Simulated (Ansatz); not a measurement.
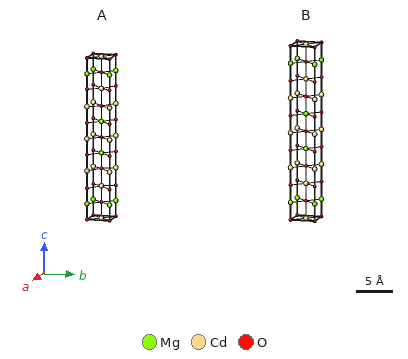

Two geometries of crystalline Mg₂Cd₃O₅ (a generated structure, set up in I4/mmm) (coarse preliminary run), drawn at one scale. One is the start of a relaxation, the other its converged end. A ball-and-stick model of the conventional cell (2 times the calculation's cell), seen slightly off an axis. Lengths and directions refer to the drawn axes.

Theory: Ansatz 0.2.0, DFT PBE, scalar-relativistic, plane waves, PAW. (plane-wave cutoff 420 eV; k-point mesh 8 × 8 × 8; occupations gaussian; smearing width 0.1 eV; no spin polarisation; cell and atoms relaxed; force threshold 0.04 eV/Å; at most 70 steps)

Which one is relaxed?

Answer. Structure A is the relaxed one. Over 5 accepted moves (7 points after the start) the energy falls by 199 meV per atom. The largest force component goes from 0.54 to 0.004 eV/Å. Pressure: −17.11 GPa at the start and −0.01 GPa at the end. The SCF was repeated twice at an unchanged geometry on a basis and grid sized afresh for the cell, which shifted the energy by 3.3 meV per atom at most. The largest moves relative to the cell, 0.17 Å, are those of O atoms. By element the largest moves are O 0.17 Å, Mg 0.05 Å, Cd 0.03 Å. The drawn cell changes as follows: a = b 3.498 → 3.267 Å (−6.6 %), c 24.734 → 22.970 Å (−7.1 %); the volume changes by −19.0 %. Near-neighbour distances that change, for instance: Mg–O 2.473 → 2.182 Å, Mg–O 2.473 → 2.243 Å, Cd–O 2.473 → 2.269 Å, Cd–O 2.473 → 2.296 Å. Among the angles between lasting bonds that change: O–Cd–O 180.0° → 173.0°, Cd–O–Cd 180.0° → 173.0°, Cd–O–Cd 90.0° → 86.5°. The space group stays I4/mmm (No. 139).
